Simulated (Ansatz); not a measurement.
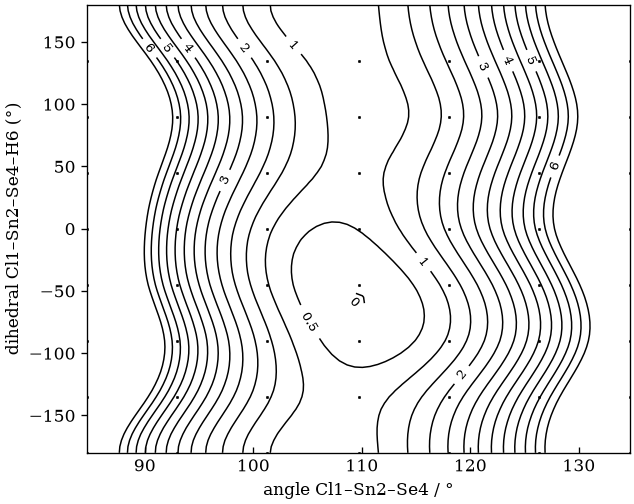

Energy landscape of Cl₂H₂SeSn, SMILES [Cl][SnH]([Cl])[SeH]. 
- Coordinates scanned: (1) angle Cl1–Sn2–Se4; (2) dihedral Cl1–Sn2–Se4–H6.
- Nothing is relaxed (all other coordinates rigid).
- The grid has 7 × 8 points.
- Energies: kcal/mol, counted from the relaxed molecule at the same level.
- These are results of Ansatz 0.2.0, RKS BHLYP-D4/def2-SVP, not measurements.

The picture shows contour lines labelled in kcal/mol (none above 6.5), dots at the grid points. Between grid points the surface is interpolated. 

### What does the map say about the system?

The lowest grid point is at angle Cl1–Sn2–Se4 = 109.7°, dihedral Cl1–Sn2–Se4–H6 = −45°, 0.023 kcal/mol from the relaxed molecule at the same level. The highest grid point, angle Cl1–Sn2–Se4 = 84.7°, dihedral Cl1–Sn2–Se4–H6 = 90°, lies 13.7 kcal/mol above the lowest. On the interpolated surface the easiest way out of the lowest well to its copy in the next cell or period passes a barrier of about 0.86 kcal/mol, counted from the interpolated bottom of the well. Round the minimum the valley is somewhat tilted: raising angle Cl1–Sn2–Se4 shifts the best value of dihedral Cl1–Sn2–Se4–H6 downwards (coupling k₁₂/√(k₁₁k₂₂) about 0.4).

The values on the grid:

```tsv
dihedral Cl1–Sn2–Se4–H6 ↓, angle Cl1–Sn2–Se4 →	84.7	93.0	101.3	109.7	118.0	126.3	134.7
135	11.5	5.0	1.6	0.8	2.1	5.3	10.6
90	13.8	6.2	2.2	0.8	1.6	4.6	9.6
45	12.5	5.4	1.8	0.9	2.1	5.3	10.6
0	12.1	4.5	1.1	0.5	2.1	5.7	11.2
−45	11.9	4.6	1.0	0.0	1.2	4.4	9.6
−90	13.3	5.7	1.6	0.2	1.1	4.0	9.0
−135	11.3	4.8	1.6	0.8	2.1	5.4	10.8
−180	8.8	3.5	1.0	0.8	2.5	6.2	11.8
```

Each point was launched as `ansatz run input.yaml --threads 1 --pin off --max-ram 2560MiB --backend cpu --events-out ev --progress --plain --runs-dir out`. The whole map (56 points run) took 10 min on 1 thread of Arm Neoverse V2 (shared host).
